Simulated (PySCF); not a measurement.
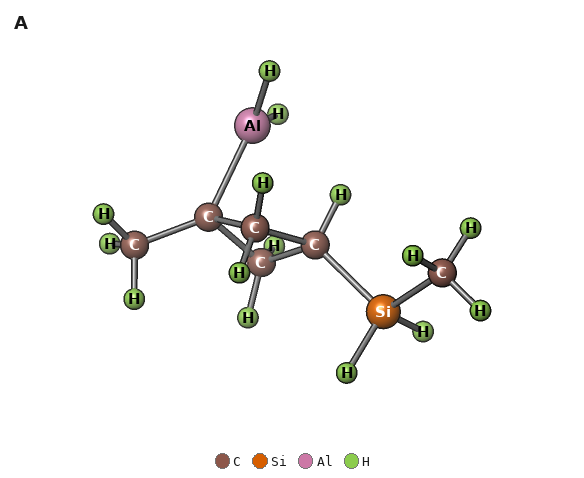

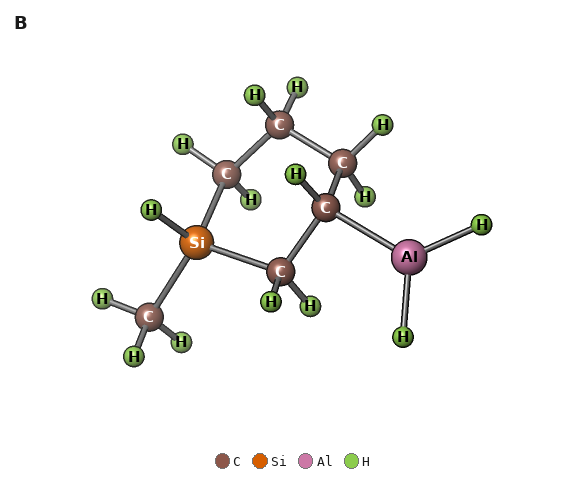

2 stationary structures of one formula. Geometries: GFN2-xTB. Electronic energies: PBE0/pcSseg-1 (PySCF 2.14.0), without zero-point energy. No frequency run is at hand to confirm each as a minimum. Each is one conformer, not always the lowest.

Question: Are they conformers, stereoisomers or constitutional isomers?

Answer: They are constitutional isomers of C6H15AlSi: A `C[SiH2][C@H]1C[C@](C)([AlH2])C1`, B `C[Si@@H]1CCC[C@H]([AlH2])C1`.

Question: Which structure is the most stable?

Answer: B is lowest; A lies 1.335 eV above it.

The geometry is semi-empirical. Around Al, Si such bond lengths and angles can be off by a tenth of an ångström or more and by several degrees, and values that hang on the shape move with them.
